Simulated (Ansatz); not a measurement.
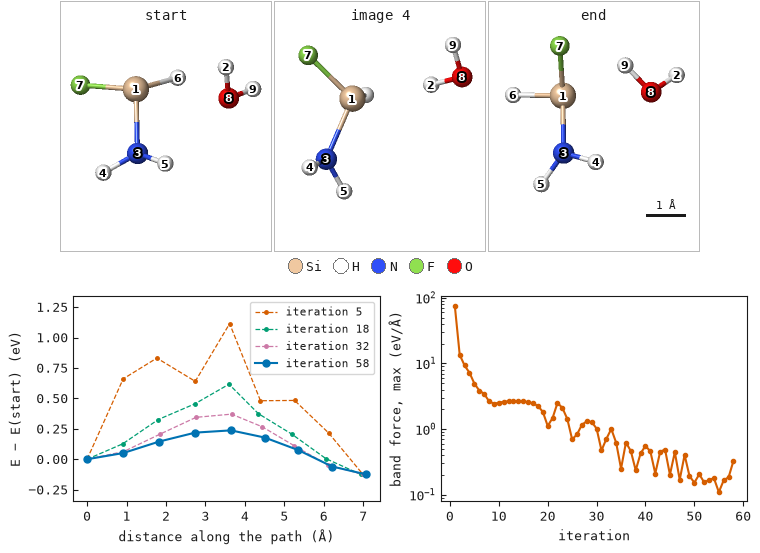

NEB run on SiNH$_{5}$OF (multiplicity 2), made up at the start of SiNH3F and H2O. Images are numbered from 0 (start) to 8 (end). The plot follows the band through its iterations. Style: ball-and-stick. Shown from a free direction.

These are results of UKS PBE0/def2-SVP in Ansatz 0.2.0, not measurements. Run with 7 movable images; climbing image from the first iteration; force threshold 0.05 eV/Å; iteration limit 58; optimiser FIRE; starting path through a guess of the saddle point.

### Judge this run.

The result isn't final. The band hadn't converged when the run stopped after 58 iterations. The largest component of the band force went from 75 to 0.33 eV/Å. The barrier read from it is provisional, though the highest image hardly moved in the last two iterations. The first iteration put the highest image at 18.210 eV. Forward barrier 0.237 eV, backward barrier 0.361 eV, with image 4 at the top; the reaction energy is −0.124 eV.

Limits of the set-up: the start holds two separate molecules, 2.3 Å apart at their closest, whose relative position is a soft coordinate and is computed without a dispersion correction.
